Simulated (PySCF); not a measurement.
## Electronic structure of C7H10F2OSi in real space

Input

```
{"job": {"kind": "nmr", "xc": "PBE0", "basis": "pcSseg-1"}, "charge": 0, "multiplicity": 1}
C      2.726369    -0.819043    -0.085914
C      1.491652    -0.554960    -0.473541
C      0.501556     0.164165     0.369283
C     -0.823511    -0.550428     0.738630
Si    -1.273407    -2.086854    -0.297513
C     -1.599270     0.718373     0.343248
C     -0.336672     1.270593    -0.339360
F     -0.385017     1.103346    -1.704335
C      0.059901     2.684399    -0.065129
O      0.364455     3.553903    -0.796586
F      0.054485     2.909826     1.288225
H      3.414346    -1.356900    -0.714476
H      3.100185    -0.513197     0.878033
H      1.140331    -0.862873    -1.448174
H      0.992291     0.580450     1.252856
H     -0.884736    -0.782596     1.802376
H     -0.249162    -3.105062    -0.070405
H     -1.372595    -1.725246    -1.709062
H     -2.581469    -2.530855     0.188629
H     -1.915449     1.330154     1.186278
H     -2.433202     0.589748    -0.343536
```

Run with:

```sh
OMP_NUM_THREADS=1 python probes_run.py task.json out
```

Geometry: GFN2-xTB.

All numbers below come from PBE0/pcSseg-1, SCF density, gas phase, non-relativistic (PySCF).

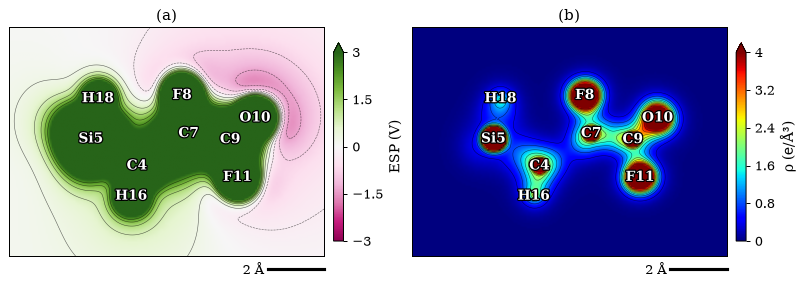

Figure 1. (a) electrostatic potential; (b) total electron density on the plane of atoms Si5, C4 and H16.

Question: What do the fields say about this system?

Answer: Atoms in the plane: C, Si, F, O and H. C–O (1.18 Å): the density is about 3.6 e/Å³ at the midpoint. C–F (1.37 Å): the density is about 2.1 e/Å³ at the midpoint, with its minimum of 1.7 e/Å³ about 0.5 Å from C. C–Si (1.91 Å): the density is about 0.91 e/Å³ at the midpoint. C–H (1.09 Å): the density is about 2 e/Å³ at the midpoint. C–C (1.49 Å): ρ is about 1.8 e/Å³ halfway. Outside the dense part of the molecule the potential is most negative (−1.6 V) near O10.

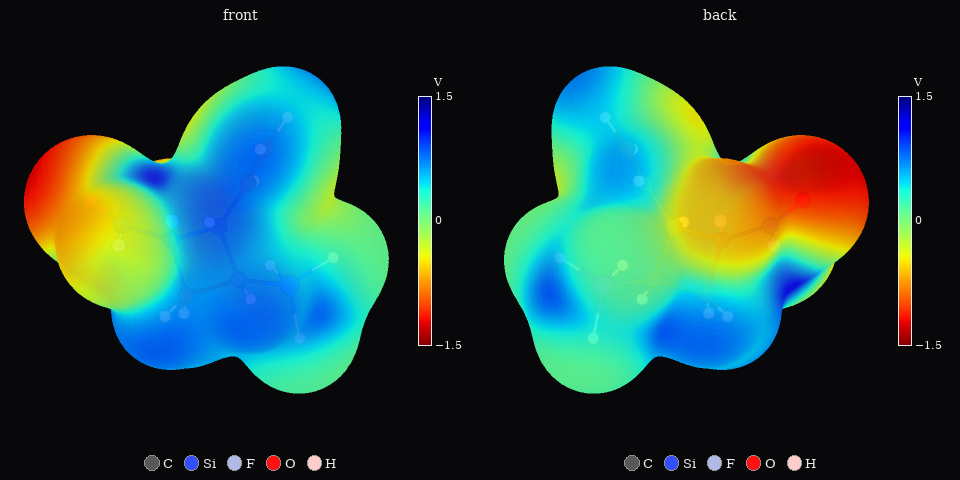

Figure 2. The molecular electrostatic potential painted on the density surface at 0.001 e/bohr³, seen from the front and from behind; the colour scale runs from red (negative) to blue (positive).

Question: Which sites attract a positive test charge, and which a negative one?

Answer: A positive charge is drawn to the negative regions and a negative charge to the positive ones. The most negative region (about −1.3 V) lies over O10, the most positive (about +1.0 V) over the π face of C6 and C9. O10 is the likeliest acceptor of a hydrogen bond.

Question: What dipole moment does the calculation give?

Answer: Its dipole moment is 3.31 D.
